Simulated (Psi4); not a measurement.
**B3LYP/6-31G(d) (spherical functions) run of GaHCl2 (SMILES [Cl][GaH][Cl])**

Aim: the vertical singlet–triplet gap of GaHCl2 at B3LYP/6-31G* (spherical functions), from 2 runs. 

The calculation is run with Psi4 1.11.

2 further runs of the same task are left out: 2 set aside as unsound or not needed.

**1. The structure to begin with**

GaHCl2 has 4 atoms, charge 0, and is taken as a singlet. As SMILES, `[Cl][GaH][Cl]`. The coordinates come from a PBE0-D4/def2-TZVP relaxation.

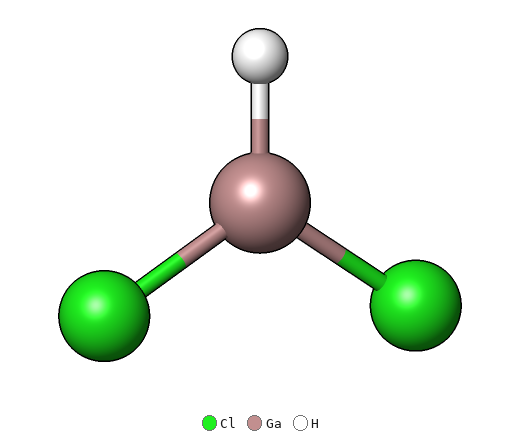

The structure, seen from a chosen angle (chlorine green, gallium pink, hydrogen white).

**2. Energy and forces at B3LYP/6-31G(d) (spherical functions)**

The input, job.json:

```json
{
  "schema_name": "qcschema_input",
  "schema_version": 1,
  "molecule": {
    "schema_name": "qcschema_molecule",
    "schema_version": 2,
    "symbols": ["Cl", "Ga", "Cl", "H"],
    "geometry": [-3.66814738, -0.18746083, -1.0646717, 0.19709843, 0.27193159, -0.05555795, 1.94830763, -2.9855783, 1.52274131, 1.62762111, 2.78715706, -0.4408731],
    "molecular_charge": 0,
    "molecular_multiplicity": 1,
    "fix_symmetry": "c1",
    "fix_com": true,
    "fix_orientation": true
  },
  "driver": "gradient",
  "model": {
    "method": "b3lyp",
    "basis": "6-31G*"
  },
  "keywords": {
    "puream": true,
    "e_convergence": 1e-09,
    "d_convergence": 1e-08,
    "scf_type": "pk",
    "dft_radial_points": 99,
    "dft_spherical_points": 590,
    "scf_properties": ["DIPOLE", "LOWDIN_CHARGES", "QUADRUPOLE"]
  }
}
```

Run with:

```sh
$ psi4 --qcschema job.json -n 1 --memory 1600MB
```

stdout:

```text
[...]
  Running in c1 symmetry.
[...]
  Nuclear repulsion =  320.883756725071351
[...]
  Multiplicity = 1
[...]
  Nalpha       = 33
  Nbeta        = 33
[...]
    Number of basis functions: 70
[...]
   @RKS iter   1: -2843.67714453433609   -1.26216e+00   4.28700e-02 ADIIS/DIIS
[...]
   @RKS iter  12: -2845.71414628469893    3.63798e-12   3.27796e-09 DIIS
[...]
    Orbital Energies [Eh]
    ---------------------
    Doubly Occupied:
       1A   -372.622221     2A   -101.526995     3A   -101.526989
       4A    -46.014932     5A    -40.771988     6A    -40.768658
       7A    -40.768103     8A     -9.460433     9A     -9.460422
      10A     -7.220632    11A     -7.220600    12A     -7.215630
      13A     -7.215618    14A     -7.214464    15A     -7.214455
      16A     -5.586845    17A     -3.873464    18A     -3.866963
      19A     -3.864613    20A     -0.912025    21A     -0.910002
      22A     -0.902988    23A     -0.900993    24A     -0.900478
      25A     -0.821517    26A     -0.803896    27A     -0.488347
      28A     -0.385330    29A     -0.384212    30A     -0.350607
      31A     -0.332075    32A     -0.327017    33A     -0.323927
[...]
  @RKS Final Energy: -2845.71414628469893
   => Energetics <=
    Nuclear Repulsion Energy =            320.8837567250713505
    One-Electron Energy =               -4593.8420071353593812
    Two-Electron Energy =                1533.5039756876108186
    DFT Exchange-Correlation Energy =    -106.2598715620214023
    Empirical Dispersion Energy =           0.0000000000000000
    VV10 Nonlocal Energy =                  0.0000000000000000
    Total Energy =                      -2845.7141462846989270
[...]
 Multipole Moments:
 ------------------------------------------------------------------------------------
     Multipole            Electronic (a.u.)      Nuclear  (a.u.)        Total (a.u.)
 ------------------------------------------------------------------------------------
 L = 1.  Multiply by 2.5417464519 to convert [e a0] to [Debye]
 Dipole X            :         21.8498333          -21.4996033            0.3502300
 Dipole Y            :         43.3403184          -42.7246289            0.6156895
 Dipole Z            :         -5.7182611            5.6240138           -0.0942473
 Magnitude           :                                                    0.7145749
 L = 2.  Multiply by 1.3450342976 to convert [e a0^2] to [Debye ang]
 Quadrupole XX       :       -330.7197659          297.1239650          -33.5958009
 Quadrupole XY       :         81.6731809          -80.9982959            0.6748851
[...]
  -Total Gradient:
     Atom            X                  Y                   Z
    ------   -----------------  -----------------  -----------------
       1        0.008720526837     0.000688532516     0.002388661906
       2       -0.002954289588    -0.005204593670     0.000800665651
       3       -0.004262207657     0.007159895215    -0.003593369553
       4       -0.001503178803    -0.002642339492     0.000403813210
[...]
```

The result, in JSON:

```text
{
 "driver": "gradient",
 "model": {
  "method": "b3lyp",
  "basis": "6-31G*"
 },
 "success": true,
 "return_result": [0.00872052683650515, 0.0006885325163915462, 0.002388661905878317, -0.0029542895879130643, -0.005204593669587511, 0.0008006656513517381, -0.004262207656598016, 0.007159895215148995, -0.003593369552598688, -0.0015031788032103116, -0.0026423394918484028, 0.0004038132096569995],
 "properties": {
  "calcinfo_nbasis": 70,
  "calcinfo_nmo": 70,
  "calcinfo_nalpha": 33,
  "calcinfo_nbeta": 33,
  "calcinfo_natom": 4,
  "nuclear_repulsion_energy": 320.88375672507135,
  "return_energy": -2845.714146284699,
  "return_gradient": [0.00872052683650515, 0.0006885325163915462, 0.002388661905878317, -0.0029542895879130643, -0.005204593669587511, 0.0008006656513517381, -0.004262207656598016, 0.007159895215148995, -0.003593369552598688, -0.0015031788032103116, -0.0026423394918484028, 0.0004038132096569995],
  "scf_one_electron_energy": -4593.842007135359,
  "scf_two_electron_energy": 1533.5039756876108,
  "scf_xc_energy": -106.2598715620214,
  "scf_dipole_moment": [0.3502300050385969, 0.6156895472131154, -0.09424727732668803],
  "scf_total_energy": -2845.714146284699,
  "scf_total_gradient": [0.00872052683650515, 0.0006885325163915462, 0.002388661905878317, -0.0029542895879130643, -0.005204593669587511, 0.0008006656513517381, -0.004262207656598016, 0.007159895215148995, -0.003593369552598688, -0.0015031788032103116, -0.0026423394918484028, 0.0004038132096569995],
  "scf_iterations": 12
 }
}
```

Run time: 7.8 s. Hardware: 1 thread of Intel Xeon 6975P-C (Granite Rapids), shared host; peak memory 0.6 GiB.

**3. The triplet, same level**

The input, job.in:

```
memory 1600 MB

molecule {
  0 3
  Cl    -3.66814738    -0.18746083    -1.06467170
  Ga     0.19709843     0.27193159    -0.05555795
  Cl     1.94830763    -2.98557830     1.52274131
  H      1.62762111     2.78715706    -0.44087310
  units bohr
  symmetry c1
  no_reorient
  no_com
}

set {
  reference uks
  puream true
  e_convergence 1e-09
  d_convergence 1e-08
  scf_type pk
  dft_radial_points 99
  dft_spherical_points 590
  maxiter 200
}

result, w = gradient('b3lyp/6-31G*', return_wfn=True)
oeprop(w, 'MAYER_INDICES', 'MULLIKEN_CHARGES', 'LOWDIN_CHARGES', title='B3LYP')
```

Run with:

```sh
$ psi4 job.in job.out -n 1
```

job.out, cut to the lines that bear on the results:

```text
[...]
  Running in c1 symmetry.
[...]
  Nuclear repulsion =  320.883756725071351
[...]
  Multiplicity = 3
[...]
  Nalpha       = 34
  Nbeta        = 32
[...]
    Number of basis functions: 70
[...]
   @UKS iter   1: -2843.24340942146910   -8.28425e-01   4.35943e-02 DIIS/ADIIS
[...]
   @UKS iter  20: -2845.49549224313978    3.18323e-12   9.22907e-09 DIIS
[...]
   @S^2 Observed:                2.008311147E+00
[...]
  @UKS Final Energy: -2845.49549224313978
   => Energetics <=
    Nuclear Repulsion Energy =            320.8837567250713505
    One-Electron Energy =               -4593.0971554161751556
    Two-Electron Energy =                1532.9144417432517002
    DFT Exchange-Correlation Energy =    -106.1965352952875179
    Empirical Dispersion Energy =           0.0000000000000000
    VV10 Nonlocal Energy =                  0.0000000000000000
    Total Energy =                      -2845.4954922431397790
[...]
 Multipole Moments:
 ------------------------------------------------------------------------------------
     Multipole            Electronic (a.u.)      Nuclear  (a.u.)        Total (a.u.)
 ------------------------------------------------------------------------------------
 L = 1.  Multiply by 2.5417464519 to convert [e a0] to [Debye]
 Dipole X            :         21.2613981          -21.4996033           -0.2382052
 Dipole Y            :         42.3056985          -42.7246289           -0.4189304
 Dipole Z            :         -5.5600232            5.6240138            0.0639907
 Magnitude           :                                                    0.4861473
[...]
  -Total Gradient:
     Atom            X                  Y                   Z
    ------   -----------------  -----------------  -----------------
       1        0.038985343049     0.014410001499     0.007019999160
       2       -0.031211460524    -0.054896115196     0.008394247611
       3       -0.009002608890     0.038320397728    -0.015088206204
       4        0.001229425243     0.002166944438    -0.000326228793
[...]
  Mulliken Charges: (a.u.)
   Center  Symbol    Alpha    Beta     Spin     Total
       1    CL     8.68293  8.15756  0.52537  0.15951
       2    GA    16.22377 15.21399  1.00978 -0.43776
       3    CL     8.68291  8.15757  0.52535  0.15952
       4     H     0.41038  0.47089 -0.06050  0.11873
   Total alpha = 34.00000, Total beta = 32.00000, Total charge = -0.00000
[...]
```

Run time: 13 s. Hardware: 1 thread of Intel Xeon 6975P-C (Granite Rapids), shared host; peak memory 0.6 GiB.

**4. Results**

At B3LYP/6-31G* (spherical functions):

```
                                        quantity           value
                           singlet: total energy  -2845.71415 Eh
                          singlet: dipole moment          1.82 D
                            singlet: HOMO energy        -8.81 eV
                            singlet: LUMO energy        -2.01 eV
                          singlet: HOMO–LUMO gap         6.80 eV
               singlet: largest force on an atom      0.467 eV/Å
                           triplet: total energy  -2845.49549 Eh
                          triplet: dipole moment          1.24 D
     triplet: HOMO energy (highest over α and β)        -3.10 eV
                                   triplet: ⟨S²⟩           2.008
               triplet: largest force on an atom      3.276 eV/Å
vertical energy of the triplet above the singlet        5.950 eV
```

At this shape the triplet lies 5.95 eV (137 kcal/mol) above the singlet. The largest force (singlet) is 0.47 eV/Å: the shape isn't a stationary point for this species at this level.
